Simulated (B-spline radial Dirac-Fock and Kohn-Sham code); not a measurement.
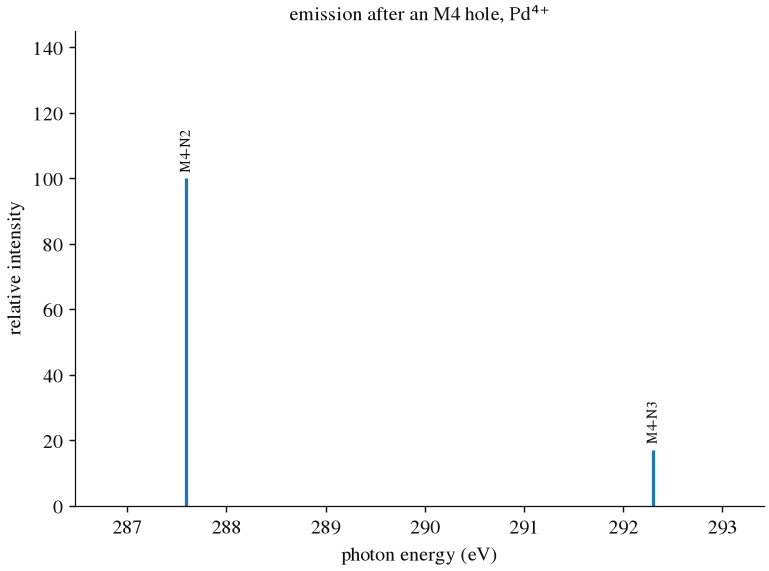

X-ray emission lines that fill an M4 (3d3/2) hole, as sticks. Multiplet splitting by the open shell is left out. It refers to Pd⁴⁺ in the configuration [Kr] 4d6, inside a Watson sphere of charge −4 and radius 2 Å that stands in for a crystal. Method: independent-particle rates on relativistic LDA orbitals of the hole state (multipoles to L = 3), energies from Dirac–Fock ΔSCF (computed with a B-spline radial atomic code).

**How far apart are M4-N2 (Mζ2) and M4-N3, and what is their intensity ratio?**

4.71 eV apart, with M4-N3 at 0.17 of the intensity of M4-N2.
